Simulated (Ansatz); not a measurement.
# The cluster GeS2+ (doublet): a spread of methods and bases

Aim: run the cluster GeS2+ (doublet) under a spread of inputs, and see what each costs and gives.

Method: the settings change from run to run; program: Ansatz 0.2.0, Gaussian basis.

## Step 1: The molecule

The geometry comes from an earlier relaxation with r2SCAN-D4 in a triple-zeta def2 set; it is a stationary point.

3 atoms, charge 1, spin multiplicity 2.

Atoms are counted from 1 here; the program's logs count them from 0.

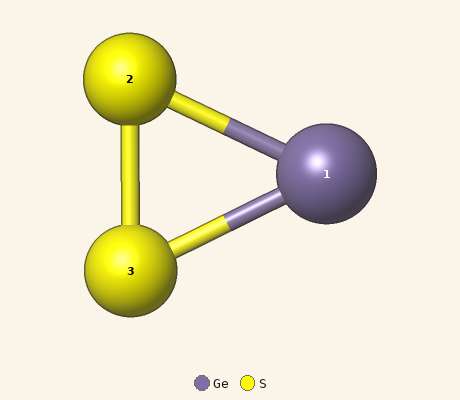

The geometry (germanium purple, sulfur yellow); atoms are numbered from 1 in the order of the file.

Geometry (Å):

```xyz
3
GeS2
Ge   -0.3728    0.4839   -1.2357
S     0.6728    0.6190    0.8082
S    -0.3000   -1.1028    0.4275
```

## Step 2: r2SCAN/6-31G

Options: charge +2, multiplicity 1, D4 dispersion.

The input, in.yaml:

```yaml
crystal:
  periodic: [false, false, false]
  atoms:
    - {symbol: Ge, position_ang: [-0.372764, 0.483854, -1.235667]}
    - {symbol: S, position_ang: [0.672767, 0.618971, 0.808223]}
    - {symbol: S, position_ang: [-0.299993, -1.102835, 0.427454]}
basis:
  gaussian: {orbitals: 6-31G}
total_charge: 2
hamiltonian: {xc: {name: r2SCAN}, dispersion: d4}
```

Command:

```sh
$ ansatz run in.yaml --threads 4 --pin off --events-out ev --progress --plain --max-ram 3916MiB
```

Log:

```text
Functional definition: r2SCAN
  name "r2SCAN"
  cite "Furness, Kaplan, Ning, Perdew & Sun, J. Phys. Chem. Lett. 11, 8208 (2020) doi:10.1021/acs.jpclett.0c02405"
  cite "Furness, Kaplan, Ning, Perdew & Sun, J. Phys. Chem. Lett. 11, 9248 (2020) doi:10.1021/acs.jpclett.0c03077"
  parent r2scan
  parameter k0 = 0.174
  parameter k1 = 0.065
  parameter a1 = 4.9479
  exchange = r2scan_x(k0 = k0, k1 = k1, a1 = a1)
  correlation = r2scan_c
535 factors; integrals over basis functions are off by at most 4.1e-4 eV
mean field evaluation 1: about -78126.9437 eV, gradient 5.9e1 eV
mean field evaluation 2: about -78013.3371 eV, gradient 1.5e2 eV
mean field evaluation 4: about -78149.4882 eV, gradient 1.7e1 eV
mean field evaluation 8: about -78150.4822 eV, gradient 9.5e-2 eV
mean field evaluation 16: about -78150.4741 eV, gradient 2.4e-5 eV
mean field evaluation 32: about -78144.6449 eV, gradient 1.2e0 eV
mean field -78150.47405289 eV, -2871.9769491499 hartree, gradient 2.4e-5 eV, S^2 0.000000; 3 other end points of the search recorded, 0 dependent functions left out
reference -78150.47406388 eV, -2871.9769495535 hartree; 31, 31 occupied and 24, 24 virtual orbitals, 535 factors
Total energy: -78150.49352915 eV, -2871.9776648892 hartree
```

Run time: 2.4 s. Hardware: 4 threads of Arm Neoverse V1, shared host.

## Step 3: B3LYP/STO-3G

Options: the search for lower states set to full.

Edit in.yaml of step 2 so:

```diff
@@ -7,4 +7,6 @@
 basis:
-  gaussian: {orbitals: 6-31G}
-total_charge: 2
-hamiltonian: {xc: {name: r2SCAN}, dispersion: d4}
+  gaussian: {orbitals: STO-3G}
+total_charge: 1
+magnetization: {spin_polarized: true, initial_magnetization: 1}
+hamiltonian: {xc: {name: B3LYP}}
+scf: {lower_state_search: full}
```

Launched as before.

Log (excerpt; [...] marks lines left out):

```text
Functional definition: B3LYP
  name "B3LYP"
  cite "Stephens, Devlin, Chabalowski & Frisch, J. Phys. Chem. 98, 11623 (1994) doi:10.1021/j100096a001"
  cite "Becke, Phys. Rev. A 38, 3098 (1988) doi:10.1103/PhysRevA.38.3098"
  cite "Lee, Yang & Parr, Phys. Rev. B 37, 785 (1988) doi:10.1103/PhysRevB.37.785"
  cite "Vosko, Wilk & Nusair, Can. J. Phys. 58, 1200 (1980) doi:10.1139/p80-159"
[...]
369 factors; integrals over basis functions are off by at most 8.2e-6 eV
[...]
mean field -77290.68951307 eV, -2840.3804500943 hartree, gradient 3.1e-5 eV, S^2 0.762576; 6 other end points of the search recorded, 0 dependent functions left out
reference -77290.68965105 eV, -2840.3804551648 hartree; 32, 31 occupied and 4, 5 virtual orbitals, 369 factors
Total energy: -77290.68965105 eV, -2840.3804551648 hartree
```

Run time: 1.9 s. Hardware: 4 threads of Arm Neoverse V1, shared host.

⟨S²⟩ 0.763.

## Step 4: RPA/def2-mTZVPP

Options: charge +2, multiplicity 1.

The input, in.yaml:

```yaml
crystal:
  periodic: [false, false, false]
  atoms:
    - {symbol: Ge, position_ang: [-0.372764, 0.483854, -1.235667]}
    - {symbol: S, position_ang: [0.672767, 0.618971, 0.808223]}
    - {symbol: S, position_ang: [-0.299993, -1.102835, 0.427454]}
basis:
  gaussian: {orbitals: def2-mTZVPP}
total_charge: 2
hamiltonian: {xc: {name: HF}}
correlation: {method: rpa}
```

The command is unchanged.

Log (excerpt; [...] marks lines left out):

```text
Functional definition: HF
  name "HF"
  cite "Fock, Z. Phys. 61, 126 (1930) doi:10.1007/BF01340294"
  parent pbe
[...]
820 factors; integrals over basis functions are off by at most 7.5e-4 eV
[...]
mean field -78086.76075291 eV, -2869.6355285619 hartree, gradient 7.5e-7 eV, S^2 0.000000; 5 other end points of the search recorded, 0 dependent functions left out; unrestricted orbitals would lower it
[...]
19 core orbitals not correlated: weight in the atoms' cores, before any rotation towards them, 1.000 or more for the frozen orbitals, at most 0.000 for the correlated occupied ones
reference -78086.76075291 eV, -2869.6355285619 hartree; 12, 12 occupied and 59, 59 virtual orbitals, 820 factors
Total energy: -78100.12234005 eV, -2870.1265578327 hartree
```

Run time: 2.1 s. Hardware: 4 threads of Arm Neoverse V1, shared host.

## Step 5: rPW86-PBE/x2c-TZVPPall

Options: finite nuclei.

Edit in.yaml of step 4 so:

```diff
@@ -7,5 +7,6 @@
 basis:
-  gaussian: {orbitals: def2-mTZVPP}
-total_charge: 2
-hamiltonian: {xc: {name: HF}}
-correlation: {method: rpa}
+  gaussian: {orbitals: x2c-TZVPPall, nuclear_model: gaussian}
+total_charge: 1
+magnetization: {spin_polarized: true, initial_magnetization: 1}
+hamiltonian: {xc: {name: rPW86-PBE}}
+output: {forces: true}
```

The command is unchanged.

Log (excerpt; [...] marks lines left out):

```text
Functional definition: rPW86-PBE
  name "rPW86-PBE"
  cite "Murray, Lee & Langreth, J. Chem. Theory Comput. 5, 2754 (2009) doi:10.1021/ct900365q"
  cite "Perdew, Burke & Ernzerhof, Phys. Rev. Lett. 77, 3865 (1996) doi:10.1103/PhysRevLett.77.3865"
  parent pbe
[...]
964 factors; their error is unknown
[...]
mean field -78879.36658284 eV, -2898.7632555643 hartree, gradient 1.9e-5 eV, S^2 0.756870; 0 other end points of the search recorded, 0 dependent functions left out
[...]
reference -78879.36666514 eV, -2898.7632585888 hartree; 32, 31 occupied and 100, 101 virtual orbitals, 964 factors
Total energy: -78879.36666514 eV, -2898.7632585888 hartree
Relativity: scalar
Atom 0 at    -0.372764     0.483854    -1.235667 Å, force    -0.192961     0.250467    -0.639638 eV/Å
Atom 1 at     0.672767     0.618971     0.808223 Å, force     0.423344     0.453324     0.447763 eV/Å
Atom 2 at    -0.299993    -1.102835     0.427454 Å, force    -0.230384    -0.703791     0.191875 eV/Å
Dipole moment:    -0.054813     0.071148    -0.181698 e Å
```

Run time: 3.5 s. Hardware: 4 threads of Arm Neoverse V1, shared host.

Largest force 0.765 eV/Å, ⟨S²⟩ 0.757.

## Step 6: All runs side by side

```csv
level,charge,multiplicity,geometry,functions,energy (eV),time
r2SCAN/6-31G,2,1,relaxed,55,-78150.494,2.4 s
B3LYP/STO-3G,1,2,relaxed,36,-77290.690,1.9 s
RPA/def2-mTZVPP,2,1,relaxed,90,-78100.122,2.1 s
rPW86-PBE/x2c-TZVPPall,1,2,relaxed,132,-78879.367,3.5 s
```

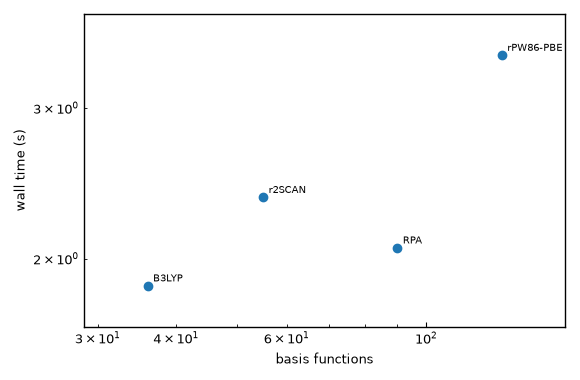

Wall time against the number of basis functions (shared host).

## Step 7: Summary of results

| quantity | value |
| --- | --- |
| runs | 4 |
| quickest | B3LYP/STO-3G, 1.9 s |
| slowest | rPW86-PBE/x2c-TZVPPall, 3.5 s |
| spread of total energies, same state and geometry | 1588.7 eV |

**Reading.** The times lie within a factor of two. Total energies at one charge and spin differ by 1589 eV between levels, so only differences within one level mean anything. Some of these runs are scalar-relativistic and others not, which shifts the totals of all-electron atoms past neon by several eV an atom and more; core potentials, where a basis has them, take the core out of the total altogether. At the r2SCAN-D4/def2-TZVP geometry and in the same state, the sound runs without point charges leave forces up to 0.76 eV/Å (rPW86-PBE/x2c-TZVPPall).
